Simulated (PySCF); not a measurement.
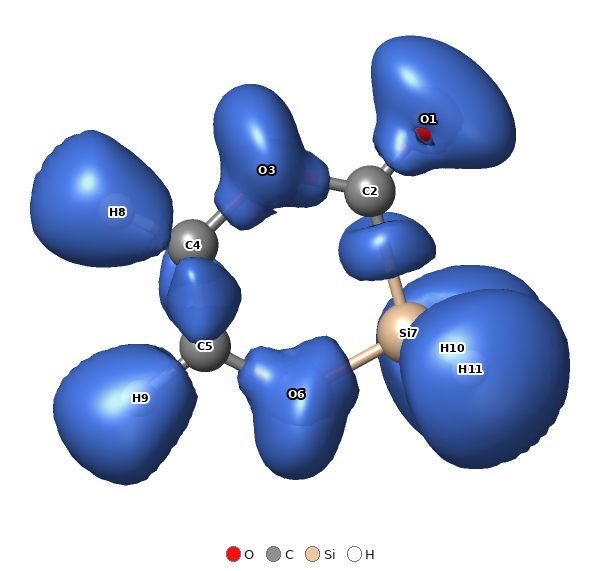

Figure. C3H4O3Si (SMILES O=C1OC=CO[SiH2]1). Isosurface of the ELF at 0.75 (blue), seen across its widest extent. Core shells and regions of very low density are left out.

Geometry: GFN2-xTB.

These are results of PySCF 2.14.0, CAM-B3LYP/def2-SVPD, SCF density, gas phase, not measurements.

Input file:

```
{"job": {"kind": "uv", "xc": "CAM-B3LYP", "basis": "def2-SVPD", "nstates": 8, "ntriplets": 3}, "charge": 0, "multiplicity": 1}
O     -1.512724     2.202836    -0.045934
C     -0.791507     1.238708    -0.022321
O      0.548005     1.460800     0.083898
C      1.471080     0.455001     0.121172
C      1.249372    -0.853213     0.062899
O      0.030376    -1.429895    -0.046529
Si    -1.376289    -0.585423    -0.122679
H      2.469609     0.852944     0.208387
H      2.061953    -1.561958     0.101251
H     -2.162841    -0.927088     1.053882
H     -1.981608    -0.850041    -1.419990
```

Command:

```sh
OMP_NUM_THREADS=1 python probes_run.py task.json out
```

**What do the ELF domains correspond to?**

The ELF exceeds this value in one region between bonded C–C atoms (shared pairs), one region between bonded C–Si atoms (shared pairs), four regions around hydrogen nuclei and three regions on O in which the atom's valence shell and bonds are merged.

Values along the shortest contacts:
C–O (1.20 Å): the ELF peaks at about 0.85 between the atoms: a short, multiple covalent bond. C–C (1.33 Å): the ELF peaks at about 0.95 between the atoms; a multiple bond.
